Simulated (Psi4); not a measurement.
**Single-point calculation of Cl$_{2}$ (part 2 of 2)**

Continued. System: Cl$_{2}$, SMILES ClCl. Method: MP2/CBS, RHF (Psi4 1.11). The geometry comes from this level: GFN2-xTB.

Geometry of the input (Å):
```
Cl 0.8599  -0.2863  0.4409
Cl -0.8599  0.2863  -0.4409
```

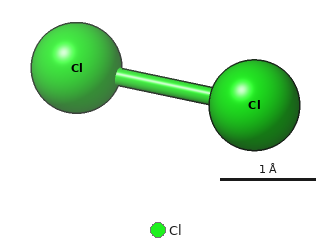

Fig. 1: The input geometry (ball-and-stick view, seen at a tilt).

The program's output, continued
```
	total time  =          0 seconds =       0.00 minutes

    Psi4 run time: 0:00:01.24

    -----------------------------------------------------------------------
                               Psi4 1.11 release

    h
    h
    h

    -----------------------------------------------------------------------

    Memory:     1.5 GiB
    Threads:    1
                ecpint, einsums, f̶o̶r̶t̶e̶, gauxc, gcp, g̶d̶m̶a̶, geometric, g̶p̶u̶_̶d̶f̶c̶c̶,
                i̶n̶t̶e̶g̶r̶a̶t̶o̶r̶x̶x̶, i̶p̶i̶, libefp, m̶d̶i̶, m̶p̶2̶d̶, m̶r̶c̶c̶, ooo,
                o̶p̶e̶n̶f̶e̶r̶m̶i̶o̶n̶p̶s̶i̶4̶, pcmsolver, p̶s̶i̶4̶f̶o̶c̶k̶c̶i̶, p̶s̶i̶x̶a̶s̶,
                p̶y̶e̶i̶n̶s̶u̶m̶s̶, r̶e̶s̶p̶, s̶i̶m̶i̶n̶t̶, s̶n̶s̶m̶p̶2̶,
                v̶2̶r̶d̶m̶_̶c̶a̶s̶s̶c̶f̶

    SCF Algorithm Type (re)set to DF.

   => Loading Basis Set <=

    Name: CC-PVDZ
    Role: ORBITAL
    Keyword: BASIS

         ---------------------------------------------------------
                                   SCF
                              RHF Reference
                        1 Threads,   1525 MiB Core
         ---------------------------------------------------------

  ==> Geometry <==

    Molecular point group: d2h
    Full point group: D_inf_h

    Geometry (in Bohr), charge = 0, multiplicity = 1:

       Center              X                  Y                   Z               Mass
    ------------   -----------------  -----------------  -----------------  -----------------
         CL           0.000000000000     0.000000000000    -1.904477327593    34.968852682000
         CL           0.000000000000     0.000000000000     1.904477327593    34.968852682000

  Running in d2h symmetry.

  Rotational constants: A = ************  B =      0.23732  C =      0.23732 [cm^-1]
  Rotational constants: A = ************  B =   7114.62380  C =   7114.62380 [MHz]
  Nuclear repulsion =   75.873835779718505

  Charge       = 0
  Multiplicity = 1
  Electrons    = 34
  Nalpha       = 17
  Nbeta        = 17

  ==> Algorithm <==

  SCF Algorithm Type is DF.
  DIIS enabled.
  MOM disabled.
  Fractional occupation disabled.
  Guess Type is SAD.
  Energy threshold   = 1.00e-08
  Density threshold  = 1.00e-08
  Integral threshold = 1.00e-12

  ==> Primary Basis <==

  Basis Set: CC-PVDZ
    Blend: CC-PVDZ
    Number of shells: 16
    Number of basis functions: 36
    Number of Cartesian functions: 38
    Spherical Harmonics?: true
    Max angular momentum: 2

   => Loading Basis Set <=

    Name: (CC-PVDZ AUX)
    Role: JKFIT
    Keyword: DF_BASIS_SCF

  ==> Integral Setup <==

  DFHelper Memory: AOs need 0.003 GiB; user supplied 1.118 GiB.
  SCF_SUBTYPE=INCORE selected. In-core MEM_DF algorithm will be used.
  Using in-core AOs.

  ==> MemDFJK: Density-Fitted J/K Matrices <==

    J tasked:                   Yes
    K tasked:                   Yes
    wK tasked:                   No
    Memory [MiB]:              1144
    Algorithm:                 Core
    Schwarz Cutoff:           1E-12
    Mask sparsity (%):       0.0000
    Fitting Condition:        1E-10

   => Auxiliary Basis Set <=

  Basis Set: (CC-PVDZ AUX)
    Blend: CC-PVDZ-JKFIT
    Number of shells: 72
    Number of basis functions: 224
    Number of Cartesian functions: 260
    Spherical Harmonics?: true
    Max angular momentum: 3

  Minimum eigenvalue in the overlap matrix is 4.2951624142E-02.
  Reciprocal condition number of the overlap matrix is 1.8780971096E-02.
    Using symmetric orthogonalization.

  ==> Pre-Iterations <==

  SCF Guess: Superposition of Atomic Densities via on-the-fly atomic UHF (no occupation information).

   -------------------------
    Irrep   Nso     Nmo
   -------------------------
     Ag         9       9
     B1g        1       1
     B2g        4       4
     B3g        4       4
     Au         1       1
     B1u        9       9
     B2u        4       4
     B3u        4       4
   -------------------------
    Total      36      36
   -------------------------

  ==> Iterations <==

                           Total Energy        Delta E     RMS |[F,P]|

   @DF-RHF iter SAD:  -918.77876909376835   -9.18779e+02   0.00000e+00
   @DF-RHF iter   1:  -918.94774051152024   -1.68971e-01   9.60275e-03 ADIIS/DIIS
   @DF-RHF iter   2:  -918.95919429020898   -1.14538e-02   3.40182e-03 ADIIS/DIIS
   @DF-RHF iter   3:  -918.96056614498616   -1.37185e-03   6.10336e-04 ADIIS/DIIS
   @DF-RHF iter   4:  -918.96065380430173   -8.76593e-05   9.12797e-05 DIIS
   @DF-RHF iter   5:  -918.96065574707745   -1.94278e-06   1.17944e-05 DIIS
   @DF-RHF iter   6:  -918.96065577272918   -2.56517e-08   1.34497e-06 DIIS
   @DF-RHF iter   7:  -918.96065577304046   -3.11275e-10   1.15249e-07 DIIS
   @DF-RHF iter   8:  -918.96065577304307   -2.61480e-12   1.48545e-08 DIIS
   @DF-RHF iter   9:  -918.96065577304319   -1.13687e-13   1.66999e-09 DIIS
  Energy and wave function converged.

  ==> Post-Iterations <==

    Orbital Energies [Eh]
    ---------------------

    Doubly Occupied:

       1Ag  -104.895149     1B1u -104.895148     2Ag   -10.619436
       2B1u  -10.619332     3Ag    -8.087529     3B1u   -8.087321
       1B2u   -8.082108     1B3u   -8.082108     1B3g   -8.082100
       1B2g   -8.082100     4Ag    -1.215884     4B1u   -1.020008
       5Ag    -0.591910     2B2u   -0.566108     2B3u   -0.566108
       2B3g   -0.447647     2B2g   -0.447647

    Virtual:

       5B1u    0.031845     6Ag     0.621752     6B1u    0.679040
       3B2u    0.704091     3B3u    0.704091     3B2g    0.759060
       3B3g    0.759060     7Ag     0.763364     4B2u    0.787462
       4B3u    0.787462     1B1g    0.915762     8Ag     0.915762
       7B1u    0.964386     1Au     0.972603     8B1u    0.972603
       9Ag     1.058505     4B3g    1.163993     4B2g    1.163993
       9B1u    1.624080

    Final Occupation by Irrep:
             Ag   B1g   B2g   B3g    Au   B1u   B2u   B3u
    DOCC [     5,    0,    2,    2,    0,    4,    2,    2 ]
    NA   [     5,    0,    2,    2,    0,    4,    2,    2 ]
    NB   [     5,    0,    2,    2,    0,    4,    2,    2 ]

  @DF-RHF Final Energy:  -918.96065577304319

   => Energetics <=

    Nuclear Repulsion Energy =             75.8738357797185046
    One-Electron Energy =               -1420.8936984340584786
    Two-Electron Energy =                 426.0592068812966886
    Total Energy =                       -918.9606557730432996

Computation Completed

Properties will be evaluated at   0.000000,   0.000000,   0.000000 [a0]

Properties computed using the SCF density matrix

 Multipole Moments:

 ------------------------------------------------------------------------------------
     Multipole            Electronic (a.u.)      Nuclear  (a.u.)        Total (a.u.)
 ------------------------------------------------------------------------------------

 L = 1.  Multiply by 2.5417464519 to convert [e a0] to [Debye]
 Dipole X            :          0.0000000            0.0000000            0.0000000
 Dipole Y            :          0.0000000            0.0000000            0.0000000
 Dipole Z            :          0.0000000            0.0000000            0.0000000
 Magnitude           :                                                    0.0000000

 ------------------------------------------------------------------------------------

	total time  =          0 seconds =       0.00 minutes

  //>>>>>>>>>>>>>>>>>>>>>>>>>>>>>>>>>>>//
  //               DFMP2               //
  //<<<<<<<<<<<<<<<<<<<<<<<<<<<<<<<<<<<//

   => Loading Basis Set <=

    Name: (CC-PVDZ AUX)
    Role: RIFIT
    Keyword: DF_BASIS_MP2

	 --------------------------------------------------------
	                          DF-MP2
	      2nd-Order Density-Fitted Moller-Plesset Theory
	              RMP2 Wavefunction,   1 Threads

	 --------------------------------------------------------

   => Auxiliary Basis Set <=

  Basis Set: (CC-PVDZ AUX)
    Blend: CC-PVDZ-RI
    Number of shells: 48
    Number of basis functions: 152
    Number of Cartesian functions: 180
    Spherical Harmonics?: true
    Max angular momentum: 3

	 --------------------------------------------------------
	                 NBF =    36, NAUX =   152
	 --------------------------------------------------------
	   CLASS    FOCC     OCC    AOCC    AVIR     VIR    FVIR
	   PAIRS      10      17       7      19      19       0
	 --------------------------------------------------------

	-----------------------------------------------------------
	 ==================> DF-MP2 Energies <====================
	-----------------------------------------------------------
	 Reference Energy          =    -918.9606557730431859 [Eh]
	 Singles Energy            =      -0.0000000000000000 [Eh]
	 Same-Spin Energy          =      -0.0710790012552657 [Eh]
	 Opposite-Spin Energy      =      -0.1997204226010355 [Eh]
	 Correlation Energy        =      -0.2707994238563011 [Eh]
	 Total Energy              =    -919.2314551968994465 [Eh]
	-----------------------------------------------------------
	 ================> DF-SCS-MP2 Energies <==================
	-----------------------------------------------------------
	 SCS Same-Spin Scale       =       0.3333333333333333 [-]
	 SCS Opposite-Spin Scale   =       1.2000000000000000 [-]
	 SCS Same-Spin Energy      =      -0.0236930004184219 [Eh]
	 SCS Opposite-Spin Energy  =      -0.2396645071212425 [Eh]
	 SCS Correlation Energy    =      -0.2633575075396644 [Eh]
	 SCS Total Energy          =    -919.2240132805828807 [Eh]
	-----------------------------------------------------------

	total time  =          0 seconds =       0.00 minutes

    Psi4 run time: 0:00:00.44

  //>>>>>>>>>>>>>>>>>>>>>>>>>>>>>>>>>>>//
  //            CBS Results            //
  //<<<<<<<<<<<<<<<<<<<<<<<<<<<<<<<<<<<//

   ==> Components <==

  ---------------------------------------------------------------------------------------------------------
                          Method / Basis                      Rqd      Energy [Eh]   Variable
  ---------------------------------------------------------------------------------------------------------
                              hf / cc-pvdz                     *     -918.96065577   HF TOTAL ENERGY
                             mp2 / cc-pvdz                     *     -919.23145520   MP2 TOTAL ENERGY
                              hf / cc-pvtz                     *     -918.99826924   HF TOTAL ENERGY
                             mp2 / cc-pvtz                     *     -919.37648352   MP2 TOTAL ENERGY
  ---------------------------------------------------------------------------------------------------------

   ==> Stages <==

  ---------------------------------------------------------------------------------------------------------
      Stage               Method / Basis                       Wt      Energy [Eh]   Scheme
  ---------------------------------------------------------------------------------------------------------
        scf                   hf / cc-pvtz                      1    -918.99826924   xtpl_highest_1
       corl                  mp2 / cc-pv[dt]z                   1    -919.43754808   corl_xtpl_helgaker_2
       corl                   hf / cc-pv[dt]z                  -1    -919.01410649   corl_xtpl_helgaker_2
  ---------------------------------------------------------------------------------------------------------

   ==> CBS <==

  ---------------------------------------------------------------------------------------------------------
      Stage               Method / Basis                               Energy [Eh]   Scheme
  ---------------------------------------------------------------------------------------------------------
        scf                   hf / cc-pvtz                           -918.99826924   xtpl_highest_1
       corl                  mp2 / cc-pv[dt]z                          -0.42344159   corl_xtpl_helgaker_2
      total                  CBS                                     -919.42171083
  ---------------------------------------------------------------------------------------------------------

  Variable Map:
  ----------------------------------------------------------------------------
  "CBS CORRELATION ENERGY"     =>      -0.423441589713
  "CBS NUMBER"                 =>       2.000000000000
  "CBS REFERENCE ENERGY"       =>    -918.998269239964
  "CBS TOTAL ENERGY"           =>    -919.421710829677
  "CURRENT CORRELATION ENERGY" =>      -0.423441589713
  "CURRENT ENERGY"             =>    -919.421710829677
  "CURRENT REFERENCE ENERGY"   =>    -918.998269239964
  "NUCLEAR REPULSION ENERGY"   =>      75.873835779719

  Array Variable Map:
  ----------------------------------------------------------------------------
  "CBS DIPOLE"                 =>       0.000000000000 ... 0.000000000000 1 by 3
  "CURRENT DIPOLE"             =>       0.000000000000 ... 0.000000000000 1 by 3

    Psi4 run time: 0:00:03.49
```
